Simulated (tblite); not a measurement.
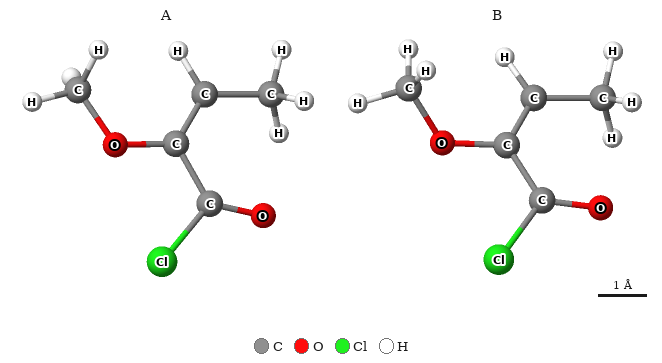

Two geometries of C5H7ClO2, drawn at one scale. One is the start of a relaxation, the other its converged end. A ball-and-stick model, seen at a tilt.

All numbers below come from GFN2-xTB geometry optimisation, gas phase (tblite). 

Q: Which geometry has the lower energy?

A: Structure A is the relaxed one. The atom that moves furthest after the best rigid fit is an H atom (0.74 Å). Largest moves by element: H 0.74 Å, O 0.45 Å, C 0.26 Å, Cl 0.20 Å. Near-neighbour distances that change, for instance: C–O 1.254 → 1.192 Å, C–H 1.121 → 1.086 Å, C–H 1.106 → 1.080 Å, C–C 1.323 → 1.347 Å. Bond angles that change, for instance: C–C–O 118.4° → 126.0°, C–O–C 124.8° → 118.6°, O–C–C 118.9° → 113.1°. Groups turn about C–O by about 40°. After 76 geometry steps the energy has fallen by 0.555 eV. Cost: 0.58 s on 1 thread of AMD EPYC 7R43 64-Core Processor (shared host).
